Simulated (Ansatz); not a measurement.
# CH$_{3}$AlClO: one change and its effect

System: CH$_{3}$AlClO, multiplicity 2.
Method of run A: UKS SPW92/def2-TZVPP (Ansatz 0.2.0).

The geometry comes from this level: PBE0-D4/def2-TZVP. Text and figures count atoms from 1; the logs count them from 0 in places.

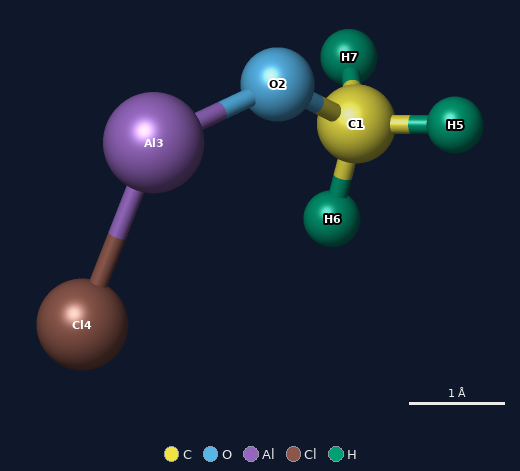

Figure 1. The structure as given in the input (ball-and-stick view, seen at a tilt; atoms are numbered from 1 in the order of the input). Sticks mark near contacts.

### Input, run A
```yaml
crystal:
  periodic: [false, false, false]
  atoms:
    - {symbol: C, position_ang: [0.040815, 0.884849, 0.297312]}
    - {symbol: O, position_ang: [0.872507, -0.061629, -0.318104]}
    - {symbol: Al, position_ang: [0.754843, -1.652562, -0.837046]}
    - {symbol: Cl, position_ang: [-1.070262, -2.695882, -0.586215]}
    - {symbol: H, position_ang: [-0.047355, 1.769867, -0.339843]}
    - {symbol: H, position_ang: [-0.964519, 0.492625, 0.485774]}
    - {symbol: H, position_ang: [0.475270, 1.194832, 1.252422]}
basis:
  gaussian: {orbitals: def2-TZVPP}
magnetization: {spin_polarized: true, initial_magnetization: 1}
hamiltonian: {xc: lda}
output: {orbitals: {seedname: orbitals}}
```

Hardware: 2 CPU threads, shared host.

### Output (run A)
```
Functional definition: SPW92
  exchange = slater_x
  correlation = pw_c
1071 factors; their error is unknown
mean field evaluation 1: about -22151.7093 eV, gradient 5.1e1 eV
mean field evaluation 2: about -22031.4212 eV, gradient 1.4e2 eV
mean field evaluation 4: about -22161.5302 eV, gradient 1.6e1 eV
mean field evaluation 8: about -22162.4269 eV, gradient 1.7e-1 eV
mean field evaluation 16: about -22162.4077 eV, gradient 5.7e-4 eV
mean field -22162.40768222 eV, -814.4534601022 hartree, gradient 2.9e-5 eV, S^2 0.751554; 0 other end points of the search recorded, 0 dependent functions left out
reference -22162.40771998 eV, -814.4534614896 hartree; 24, 23 occupied and 164, 165 virtual orbitals, 1071 factors
Total energy: -22162.40771998 eV, -814.4534614896 hartree
```

The input of run B differs as follows (lines with − go, lines with + come):
```diff
-hamiltonian: {xc: lda}
+hamiltonian: {xc: {name: B97M-V}}
```

What does this change do to the results?

The total energies belong to different methods, so their difference says nothing on which is more stable or more accurate. The HOMO goes from −5.40 to −5.31 eV. The LUMO goes from −4.07 to −4.46 eV.

### Output (run B)
```
Functional definition: B97M-V
  parameter cx00 = 1.000
  parameter cx01 = 1.308
  parameter cx02 = 1.901
  parameter cx10 = 0.416
  parameter cx11 = 3.070
  parameter css00 = 1.000
  parameter css02 = -1.855
  parameter css10 = -5.668
  parameter css32 = -20.497
  parameter css42 = -20.364
  parameter cos00 = 1.000
  parameter cos01 = 1.573
  parameter cos03 = -6.298
  parameter cos10 = 2.535
  parameter cos32 = -6.427
  parameter b = 6.0
  parameter c = 0.01
  gx(w, u) = cx00 + cx01*u + cx02*u^2 + (cx10 + cx11*u)*w
  gss(w, u) = css00 + css02*u^2 + css10*w + (css32*w^3 + css42*w^4)*u^2
  gos(w, u) = cos00 + cos01*u + cos03*u^3 + cos10*w + cos32*w^3*u^2
  exchange = spin_sum(e_x_unif_s*gx(b97_w, b97_u_x))
  correlation = spin_sum(e_c_pw_mod_same_spin*gss(b97_w, b97_u_same))
      + integral(e_c_pw_mod_opposite_spin*gos(b97_w_opposite, b97_u_opposite)) + vv10(b, c)
1071 factors; their error is unknown
mean field evaluation 1: about -22242.6247 eV, gradient 4.4e1 eV
mean field evaluation 2: about -22154.3488 eV, gradient 1.3e2 eV
mean field evaluation 4: about -22250.3940 eV, gradient 1.0e1 eV
mean field evaluation 8: about -22250.8319 eV, gradient 2.2e-1 eV
mean field evaluation 16: about -22250.8083 eV, gradient 2.7e-4 eV
mean field -22250.80834743 eV, -817.7021246283 hartree, gradient 2.7e-5 eV, S^2 0.751815; 0 other end points of the search recorded, 0 dependent functions left out
reference -22250.80840473 eV, -817.7021267342 hartree; 24, 23 occupied and 164, 165 virtual orbitals, 1071 factors
Total energy: -22250.80840473 eV, -817.7021267342 hartree
```

### The two runs side by side

| quantity | run A | run B |
| --- | --- | --- |
| outcome | converged | converged |
| total energy (hartree) | −814.453461 | −817.702127 |
| HOMO (eV) | −5.40 | −5.31 |
| LUMO (eV) | −4.07 | −4.46 |
| ⟨S²⟩ | 0.752 | 0.752 |
| basis functions | 188 | 188 |
| wall time (shared host) | 1.5 s | 9.5 s |
